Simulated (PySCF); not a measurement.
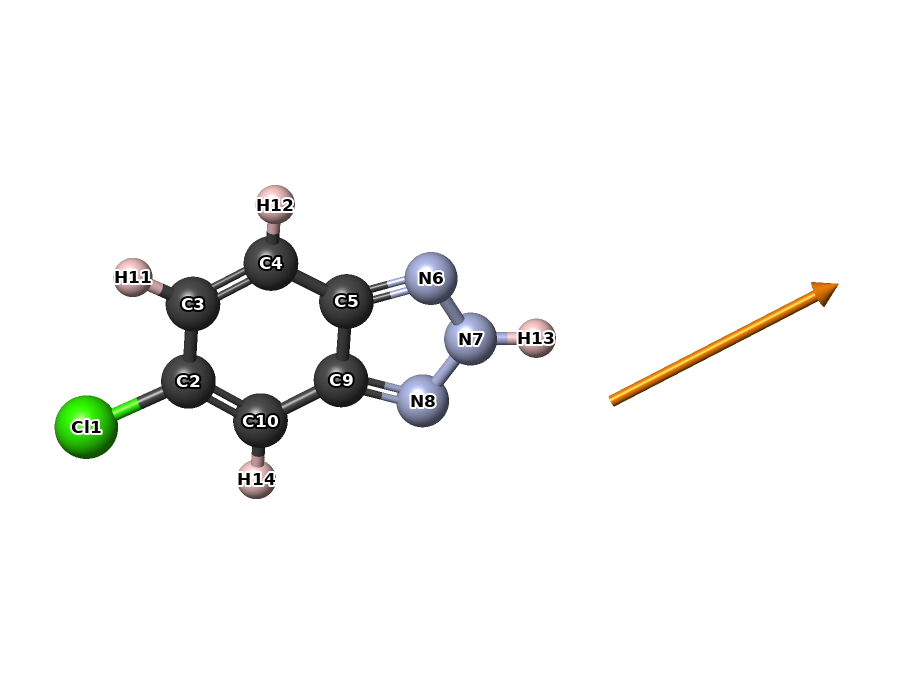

The arrow beside the molecule shows the direction of the dipole moment, from the negative to the positive end (its length means nothing). The geometry was computed by an optimisation with GFN2-xTB. No frequency run is at hand to confirm it as a minimum. Level of theory: CAM-B3LYP/def2-SVPD, gas phase (PySCF 2.14.0).

How large is the dipole moment?

1.66 D; it points from the side of Cl1 to the side of H13 (the outermost atoms at the two ends).
